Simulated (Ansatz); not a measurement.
# wB97M-V/cc-pVTZ run of [BF2]+ (SMILES F[B+]F)

What is the vertical ionisation energy of [BF2]+ at wB97M-V/cc-pVTZ? 

Program for the calculation: Ansatz 0.2.0.

6 further runs of the same task are left out: 3 that didn't finish, 3 set aside as unsound or not needed.

## (1) The structure to begin with

The species is [BF2]+ (3 atoms), meant as a singlet with charge +1. As SMILES, `F[B+]F`. Geometry: relaxed at PBE0-D4/def2-TZVP.

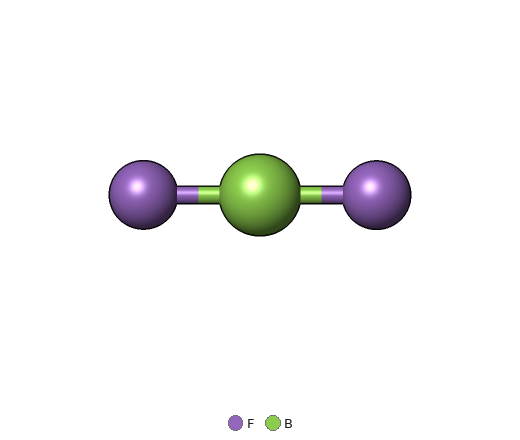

The structure, seen from a chosen angle (fluorine purple, boron green).

## (2) A single-point energy at wB97M-V/cc-pVTZ

File run.yaml:

```yaml
crystal:
  periodic: [false, false, false]
  atoms:
    - {symbol: F, position_ang: [0.329710, 1.140520, 0.307700]}
    - {symbol: B, position_ang: [0.000000, -0.000000, 0.000000]}
    - {symbol: F, position_ang: [-0.329720, -1.140520, -0.307700]}
basis:
  gaussian: {orbitals: cc-pVTZ}
total_charge: 1
hamiltonian: {xc: {name: wB97M-V}}
accuracy: high
output: {orbitals: {seedname: orbitals}}
```

On the command line:

```sh
ansatz run run.yaml --threads 1 --pin off --max-ram 3480MiB --events-out events.jsonl --progress --plain --runs-dir runs
```

Standard output:

```text
Warning: RAYON_NUM_THREADS=1 ignored (pool sized by the plan → 1); use --threads N
Functional definition: wB97M-V
  name "wB97M-V"
  parameter omega = 0.3/bohr
  parameter cx = 0.15
  parameter cx01 = 1.007
  parameter cx10 = 0.259
  parameter css00 = 0.443
  parameter css04 = -1.437
  parameter css10 = -4.535
  parameter css20 = -3.390
  parameter css43 = 4.278
  parameter cos00 = 1.000
  parameter cos10 = 1.358
  parameter cos20 = 2.924
  parameter cos21 = -8.812
  parameter cos60 = -1.390
  parameter cos61 = 9.142
  parameter b = 6.0
  parameter c = 0.01
  gx(w, u) = 1 - cx + cx01*u + cx10*w
  gss(w, u) = css00 + css04*u^4 + css10*w + css20*w^2 + css43*w^4*u^3
  gos(w, u) = cos00 + cos10*w + (cos20 + cos21*u)*w^2 + (cos60 + cos61*u)*w^6
  exchange = spin_sum(e_x_unif_sr(omega)*gx(b97_w, b97_u_x)) + cx*exact_x_sr(omega) + exact_x_lr(omega)
  correlation = spin_sum(e_c_pw_mod_same_spin*gss(b97_w, b97_u_same))
      + integral(e_c_pw_mod_opposite_spin*gos(b97_w_opposite, b97_u_opposite)) + vv10(b, c)
1354 factors; integrals over basis functions are off by at most 4.1e-9 eV
206 factors; integrals over basis functions are off by at most 1.4e-9 eV
mean field evaluation 1: about -6094.9096 eV, gradient 8.1e1 eV
mean field evaluation 2: about -6091.5862 eV, gradient 9.8e1 eV
mean field evaluation 4: about -6103.2546 eV, gradient 7.8e-1 eV
mean field evaluation 8: about -6103.2521 eV, gradient 2.4e-2 eV
mean field evaluation 16: about -6103.2521 eV, gradient 1.6e-7 eV
mean field -6103.25207877 eV, -224.2903769620 hartree, gradient 8.4e-9 eV, S^2 0.000000; 0 other end points of the search recorded, 0 dependent functions left out
reference -6103.25208251 eV, -224.2903770994 hartree; 11, 11 occupied and 79, 79 virtual orbitals, 1354 factors
Total energy: -6103.25208251 eV, -224.2903770994 hartree
```

Run time: 13 s. Hardware: 1 thread of Arm Neoverse V2, shared host; peak memory 0.29 GiB.

## (3) Doublet [BF2]2+ at the same level

File input.yaml:

```yaml
crystal:
  periodic: [false, false, false]
  atoms:
    - symbol: F
      position_ang: [0.329710, 1.140520, 0.307700]
    - symbol: B
      position_ang: [0.000000, -0.000000, 0.000000]
    - symbol: F
      position_ang: [-0.329720, -1.140520, -0.307700]
basis:
  gaussian:
    orbitals: cc-pVTZ
total_charge: 2
magnetization:
  spin_polarized: true
  initial_magnetization: 1
hamiltonian:
  xc: {name: wB97M-V}
accuracy: high
output: {orbitals: {seedname: orbitals}}
```

On the command line:

```sh
ansatz run input.yaml --threads 1 --pin off --max-ram 3480MiB --events-out events.jsonl --progress --plain --runs-dir runs
```

Standard output:

```text
Warning: RAYON_NUM_THREADS=1 ignored (pool sized by the plan → 1); use --threads N
Functional definition: wB97M-V
  name "wB97M-V"
  parameter omega = 0.3/bohr
  parameter cx = 0.15
  parameter cx01 = 1.007
  parameter cx10 = 0.259
  parameter css00 = 0.443
  parameter css04 = -1.437
  parameter css10 = -4.535
  parameter css20 = -3.390
  parameter css43 = 4.278
  parameter cos00 = 1.000
  parameter cos10 = 1.358
  parameter cos20 = 2.924
  parameter cos21 = -8.812
  parameter cos60 = -1.390
  parameter cos61 = 9.142
  parameter b = 6.0
  parameter c = 0.01
  gx(w, u) = 1 - cx + cx01*u + cx10*w
  gss(w, u) = css00 + css04*u^4 + css10*w + css20*w^2 + css43*w^4*u^3
  gos(w, u) = cos00 + cos10*w + (cos20 + cos21*u)*w^2 + (cos60 + cos61*u)*w^6
  exchange = spin_sum(e_x_unif_sr(omega)*gx(b97_w, b97_u_x)) + cx*exact_x_sr(omega) + exact_x_lr(omega)
  correlation = spin_sum(e_c_pw_mod_same_spin*gss(b97_w, b97_u_same))
      + integral(e_c_pw_mod_opposite_spin*gos(b97_w_opposite, b97_u_opposite)) + vv10(b, c)
1356 factors; integrals over basis functions are off by at most 4.1e-9 eV
206 factors; integrals over basis functions are off by at most 1.4e-9 eV
mean field evaluation 1: about -6066.2919 eV, gradient 6.6e1 eV
mean field evaluation 2: about -6064.8348 eV, gradient 7.0e1 eV
mean field evaluation 4: about -6076.8926 eV, gradient 6.9e-1 eV
mean field evaluation 8: about -6076.9659 eV, gradient 5.1e-2 eV
mean field evaluation 16: about -6076.9660 eV, gradient 3.7e-5 eV
mean field evaluation 32: about -6076.9660 eV, gradient 2.8e-6 eV
mean field -6076.96595582 eV, -223.3243797610 hartree, gradient 8.0e-9 eV, S^2 0.770827; 5 other end points of the search recorded, 0 dependent functions left out
reference -6076.96595830 eV, -223.3243798522 hartree; 11, 10 occupied and 79, 80 virtual orbitals, 1356 factors
Total energy: -6076.96595830 eV, -223.3243798522 hartree
```

It took 3.5 min on 1 thread of Arm Neoverse V2, shared host; peak memory 0.54 GiB.

## (4) Summary of results

At wB97M-V/cc-pVTZ:

| quantity | value |
| --- | --- |
| singlet [BF2]+: total energy | -224.29038 Eh |
| singlet [BF2]+: HOMO energy | -25.15 eV |
| singlet [BF2]+: LUMO energy | -6.39 eV |
| singlet [BF2]+: HOMO–LUMO gap | 18.76 eV |
| doublet [BF2]2+: total energy | -223.32438 Eh |
| doublet [BF2]2+: HOMO energy (highest over α and β) | -35.04 eV |
| doublet [BF2]2+: LUMO energy (lowest over α and β) | -27.42 eV |
| doublet [BF2]2+: ⟨S²⟩ | 0.771 |
| vertical ionisation energy (to the doublet dication) | 26.286 eV |

Removing an electron at fixed nuclei costs 26.29 eV (606 kcal/mol). The negative HOMO energy of the first species, 25.15 eV, lies 1.14 eV below that difference.
